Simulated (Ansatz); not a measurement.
Nudged elastic band, with input and output: GaH₃Cl₂

System: GaH₃Cl₂.
Method: RKS PBE-D4/def2-SVP (Ansatz 0.2.0).

One setting was made poor on purpose. It belongs to a series of runs on one base structure; here: an input spoilt on purpose. Figures and captions count atoms from 1; the log counts them from 0 in places.

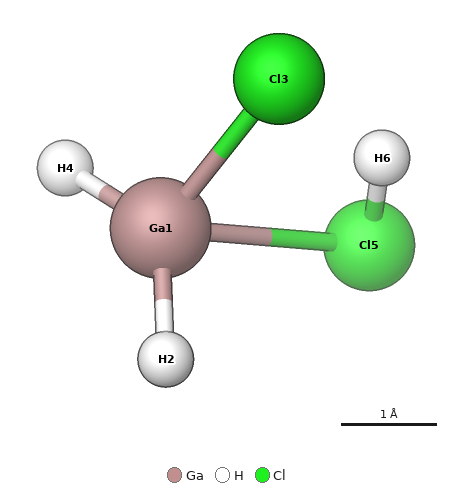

The structure as given in the input (ball-and-stick view, seen at a tilt; atoms are numbered from 1 in the order of the input). Sticks mark near contacts.

Input
```yaml
crystal:
  periodic: [false, false, false]
  atoms:
    - { symbol: Ga, position_ang: [-0.208251, 0.153807, 0.214895] }
    - { symbol: H, position_ang: [-0.307274, 1.134303, 1.43169] }
    - { symbol: Cl, position_ang: [1.936387, -0.33303, -0.310817] }
    - { symbol: H, position_ang: [-1.196511, -0.228129, -0.938127] }
    - { symbol: Cl, position_ang: [-0.02092, -2.185411, 1.498215] }
    - { symbol: H, position_ang: [1.129469, -1.853638, 0.878144] }
basis:
  gaussian: { orbitals: def2-SVP }
hamiltonian:
  xc: pbe
  dispersion: d4
neb:
  order_check: false
  images: 5
  f_tol: 0.05
  max_iterations: 8
  final_atoms:
    - { symbol: H, position_ang: [0.06142302, 0.00392479, 2.11493212] }
    - { symbol: Cl, position_ang: [0.03428244, -2.75534017, 0.77823901] }
    - { symbol: H, position_ang: [-1.18941011, -0.11701524, -0.71668196] }
    - { symbol: Cl, position_ang: [2.06759432, -0.24464448, -0.91258134] }
    - { symbol: H, position_ang: [0.25764387, 0.68647875, 1.81042989] }
    - { symbol: Ga, position_ang: [0.10136646, -0.88550166, -0.30033773] }
  initial_path: idpp
```

Command:
```bash
ansatz run input.yaml --threads 1 --pin off --max-ram 2048MiB --backend cpu --events-out ev --progress --plain --runs-dir out
```

Output
```
Error: 6 input errors — fix all and re-run
  1. invalid value for `neb.final_atoms`: atom 0 is H but atom 0 of crystal.atoms is Ga — the final endpoint must list the same atoms in the same order
  2. invalid value for `neb.final_atoms`: atom 1 is Cl but atom 1 of crystal.atoms is H — the final endpoint must list the same atoms in the same order
  3. invalid value for `neb.final_atoms`: atom 2 is H but atom 2 of crystal.atoms is Cl — the final endpoint must list the same atoms in the same order
  4. invalid value for `neb.final_atoms`: atom 3 is Cl but atom 3 of crystal.atoms is H — the final endpoint must list the same atoms in the same order
  5. invalid value for `neb.final_atoms`: atom 4 is H but atom 4 of crystal.atoms is Cl — the final endpoint must list the same atoms in the same order
  6. invalid value for `neb.final_atoms`: atom 5 is Ga but atom 5 of crystal.atoms is H — the final endpoint must list the same atoms in the same order
```

What the run reported

| quantity | value |
| --- | --- |
| outcome | refused by the program |
| hardware | 1 thread of Arm Neoverse V1, 24 GiB of memory available, shared host |

Diagnosis

The program refused the input: “6 input errors — fix all and re-run 1. invalid value for `neb.final_atoms`: atom 0 is H but atom 0 of crystal.atoms is Ga — the final endpoint must list the same atoms in the same order 2. invalid value for `neb.final_atoms`: atom 1 is Cl but atom 1 of crystal.atoms is H — the final endpoint must list the same atoms in the same order 3 …” A deliberately poor setting: bad input.
